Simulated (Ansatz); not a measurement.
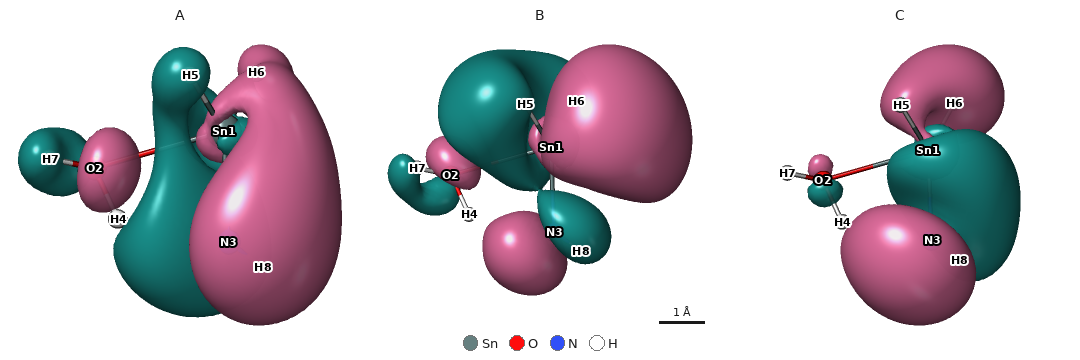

The picture shows: H₅NOSn. Three frontier orbitals at ±0.06 Å⁻³ᐟ² (teal and pink are the two phases), in no order.

The product side of a reaction path; geometry: PBE0-D4/def2-TZVP; core potentials replace the inner electrons of Sn.

These are results of RKS PBE0-D4/def2-TZVPP in Ansatz 0.2.0, not measurements.

```yaml
atoms:
  - { symbol: Sn, position_ang: [-0.5916, 0.5338, 0.6258] }
  - { symbol: O, position_ang: [1.3945, -0.5545, -0.1726] }
  - { symbol: N, position_ang: [-1.2287, -0.2428, -1.0121] }
  - { symbol: H, position_ang: [0.7445, -0.7575, -0.8934] }
  - { symbol: H, position_ang: [0.1424, 2.0757, 0.5583] }
  - { symbol: H, position_ang: [-0.7286, 0.0217, 2.2579] }
  - { symbol: H, position_ang: [2.1209, -0.0532, -0.5595] }
  - { symbol: H, position_ang: [-1.8535, -1.0233, -0.8045] }
```

Order the three orbitals by energy and name them.

Answer. C is the HOMO−1 (−7.09 eV). It lies mainly on N3 (about 65 %), Sn1 (about 20 %) and H6 (about 10 %). A is the HOMO (−6.23 eV). It lies mainly on N3 (about 65 %) and Sn1 (about 20 %). B is the LUMO (−1.29 eV). By Hirshfeld shares it lies mainly on Sn1 (about 65 %) and N3 (about 15 %).

What is the HOMO–LUMO gap?

Answer. 4.94 eV between the orbital energies.
